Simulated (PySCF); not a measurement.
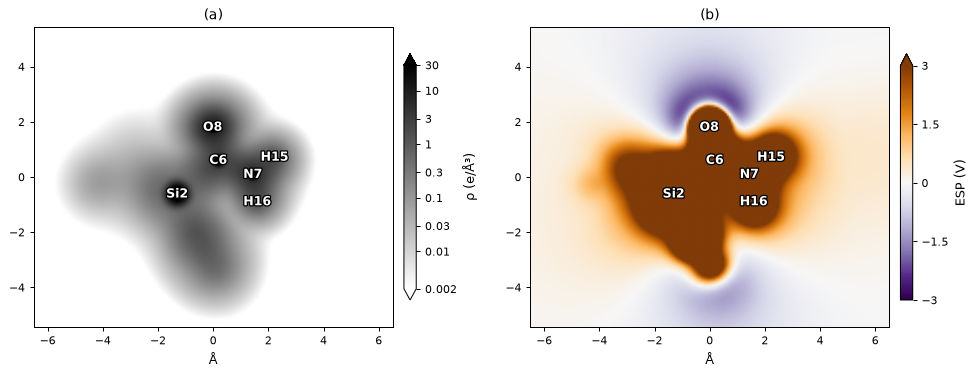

Figure 1: C3H8N2OSi2. (a) total electron density; (b) electrostatic potential on the plane of atoms Si2, C6 and N7.

Geometry: GFN2-xTB.

The calculation used PySCF, CAM-B3LYP/def2-SVPD, SCF density, gas phase.

Input

```
{"job": {"kind": "uv", "xc": "CAM-B3LYP", "basis": "def2-SVPD", "nstates": 8, "ntriplets": 3}, "charge": 0, "multiplicity": 1}
C      0.302656    -1.665072    -1.094182
Si     0.278274    -0.159339     0.080675
Si     2.139685     1.225872     0.064372
C     -0.133294    -0.892716     1.761469
N     -0.407813    -1.298947     2.799287
C     -1.330326     0.837989    -0.321800
N     -2.445456     0.595402     0.394897
O     -1.303856     1.654854    -1.224726
H     -0.595802    -2.271923    -1.003960
H      0.374159    -1.333919    -2.127038
H      1.156490    -2.306149    -0.890418
H      1.934262     2.386591    -0.797501
H      2.453110     1.692705     1.418532
H      3.308038     0.485301    -0.426792
H     -3.288413     1.113687     0.195120
H     -2.449313    -0.055392     1.160657
```

Run with:

```sh
OMP_NUM_THREADS=1 python probes_run.py task.json out
```

> What does the map show?

- The section cuts through Si, C, N, O and H sites.
- C–O (1.22 Å): ρ is about 3.3 e/Å³ halfway.
- N–H (1.00 Å): the density is about 2.9 e/Å³ at the midpoint.
- C–Si (1.94 Å): the density is about 0.92 e/Å³ at the midpoint.
- Outside the dense part of the molecule the potential is most negative (−2.1 V) near O8.
